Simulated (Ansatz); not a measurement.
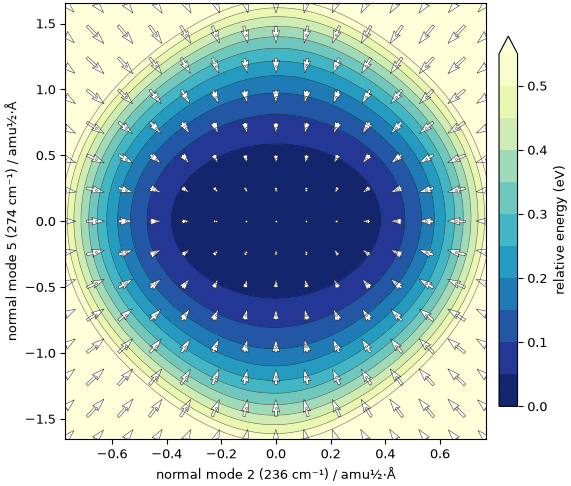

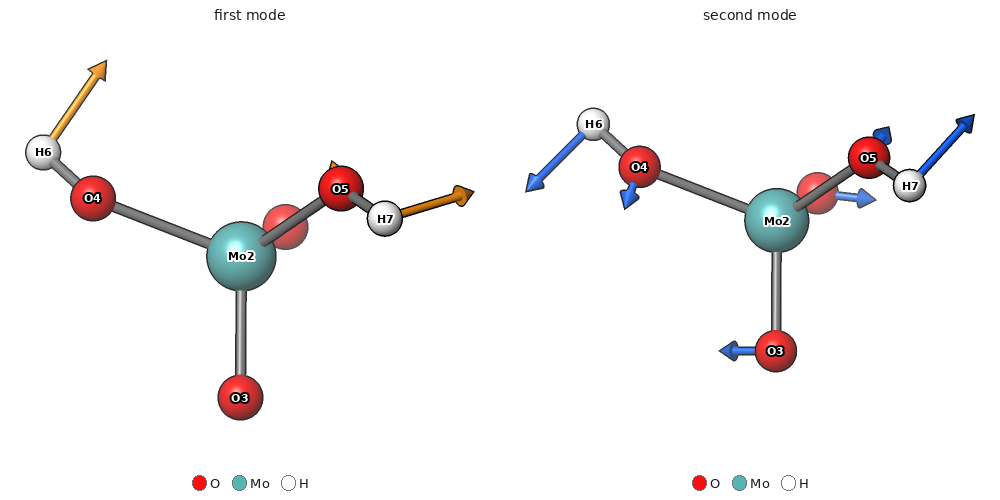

Energy landscape of H₂MoO₄, SMILES [O]=[Mo](=[O])([OH])[OH]. First axis: normal mode 2 (236 cm⁻¹). Second axis: normal mode 5 (274 cm⁻¹). Nothing is relaxed (straight displacements along the two mass-weighted modes). The grid has 15 × 15 points. Points are written as (first, second). All energies are given in eV relative to the lowest grid point. Level of theory: RHF/def2-SVP (Ansatz).

Drawn: filled contours, dots at the grid points, arrows along the force (downhill), their lengths compressed, one colour for all values above the top of the scale. Between grid points the surface is interpolated. The second picture is the structure at the lowest point

Q: What does the map say about the system?

A: The lowest grid point is at (0.00 amu½·Å, 0.000 amu½·Å). The highest grid point, (0.77 amu½·Å, −1.653 amu½·Å), lies 1.56 eV above the lowest.

The whole map (225 points run) took 11 min on 1 thread of Arm Neoverse V1, on a shared host.
